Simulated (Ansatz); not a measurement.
SiH4···NH3

The calculation's input:

```
crystal:
  periodic: [false, false, false]
  atoms:
    - {symbol: Si, position_ang: [0.314965, -0.248460, 1.391548]}
    - {symbol: H, position_ang: [1.380690, -0.884931, 0.580663]}
    - {symbol: H, position_ang: [0.640291, -0.503973, 2.827195]}
    - {symbol: H, position_ang: [-1.010832, -0.857485, 1.127363]}
    - {symbol: H, position_ang: [0.288872, 1.221975, 1.203018]}
    - {symbol: H, position_ang: [0.455170, 0.641415, -2.015262]}
    - {symbol: N, position_ang: [-0.342940, 0.270032, -1.514648]}
    - {symbol: H, position_ang: [-1.097165, 0.938960, -1.610675]}
    - {symbol: H, position_ang: [-0.629151, -0.577534, -1.989202]}
basis:
  gaussian: {orbitals: def2-TZVPP}
hamiltonian: {xc: pbe0, dispersion: d4}
output: {orbitals: {seedname: orbitals}}
```

Run with:

```sh
ansatz run in.yaml --threads 2 --pin off --events-out ev --progress --plain --max-ram 4352MiB
```

The reactant side of a reaction path; geometry: PBE0-D4/def2-TZVP.

These are results of Ansatz 0.2.0, RKS PBE0-D4/def2-TZVPP, not measurements.

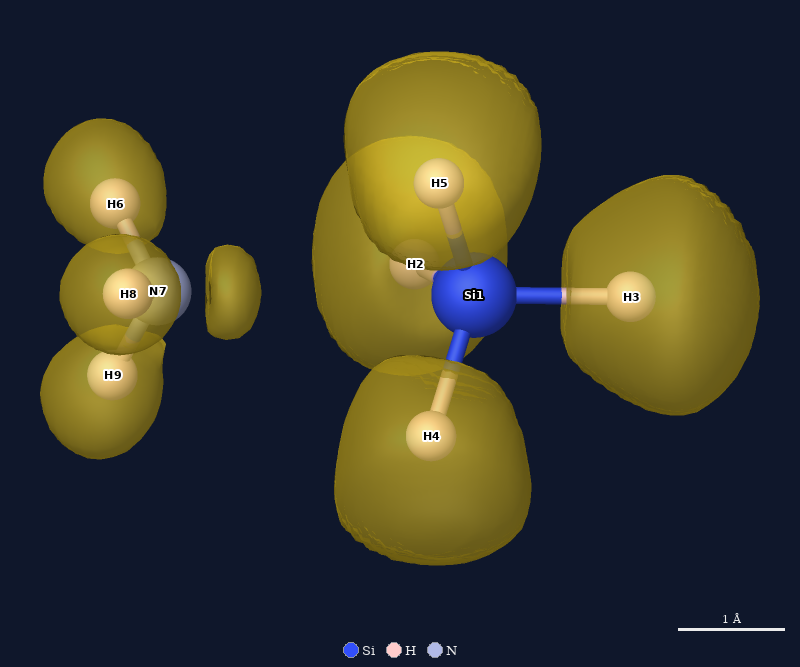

Figure 1. Isosurface of the ELF at 0.9 (yellow), seen across its widest extent. Core shells and regions of very low density are left out.

### Identify the bonds, lone pairs and shells in this picture.

The ELF exceeds this value in seven regions around hydrogen nuclei and one lobe on N, pointing away from the bonds (lone pairs). Along the contacts the grid gives the following. Si1···N7 (3.02 Å): the ELF is about 0.10 at the midpoint. N–H (1.01 Å): the ELF climbs to about 1 towards the hydrogen, as it does in any bond to H (an ordinary covalent bond to hydrogen).

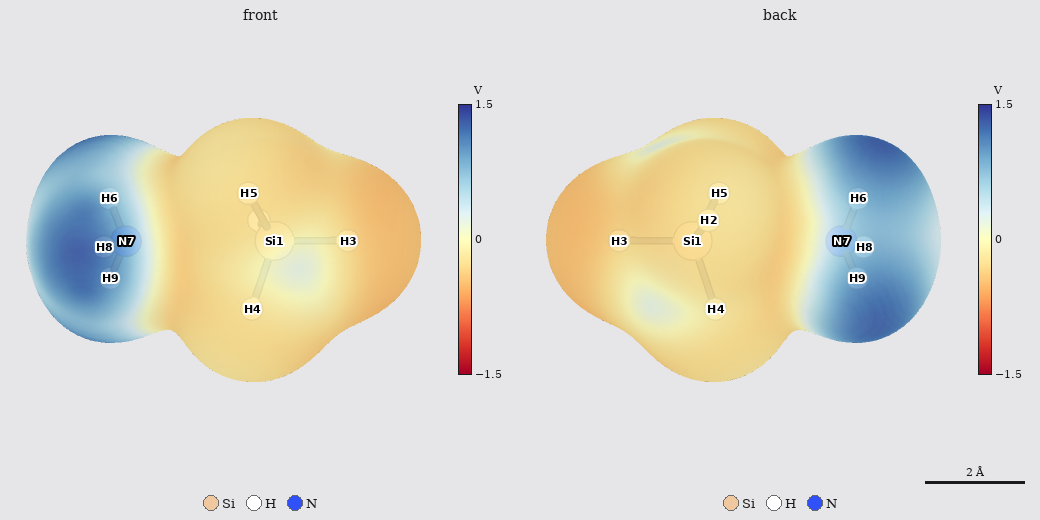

Figure 2. The electrostatic potential painted on the density surface at 0.001 e/bohr³, seen from the front and from behind; the colour scale runs from red (negative) to blue (positive).

### Which sites attract a positive test charge, and which a negative one?

A positive charge is drawn to the negative regions and a negative charge to the positive ones. The most negative region (about −0.5 V) lies over H3, the most positive (about +1.3 V) over H6, H8 and H9.

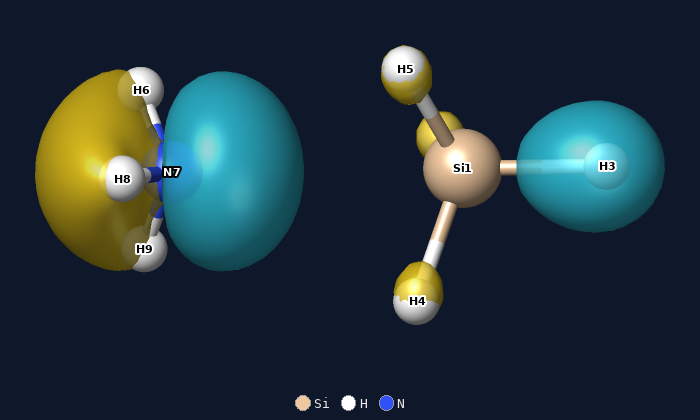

Figure 3. The HOMO at ±0.15 Å⁻³ᐟ² (yellow and cyan are the two phases), seen at an oblique angle.

### Describe this orbital and give its energy.

It lies mainly on N7 (about 60 %), Si1 (about 10 %) and H3 (about 10 %). Its energy is −7.78 eV.

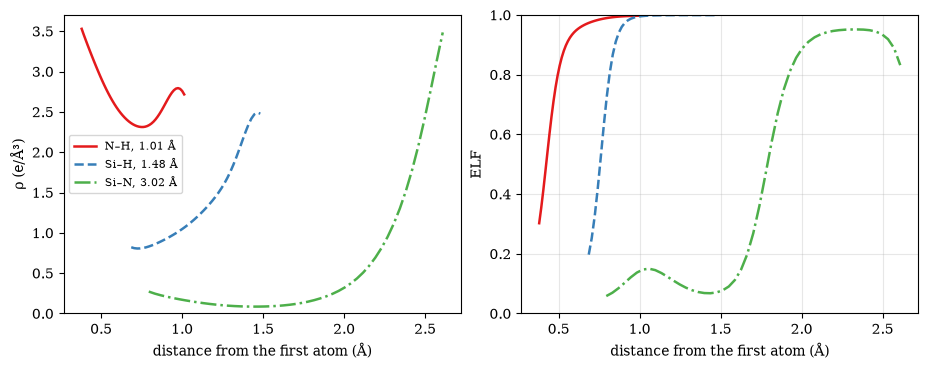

Figure 4. Electron density and electron localisation function along straight lines between neighbouring atoms. The curves leave out the atomic cores.

### Compare the contacts.

N–H (1.01 Å): ρ is about 2.9 e/Å³ halfway; the ELF climbs to about 1 towards the hydrogen (an ordinary covalent bond to hydrogen).
Si–H (1.48 Å): the density is about 0.81 e/Å³ at the midpoint; the ELF climbs to about 1 towards the hydrogen.
Si1···N7 (3.02 Å): the density falls to about 0.09 e/Å³ on the way; the ELF is about 0.10 at the midpoint.
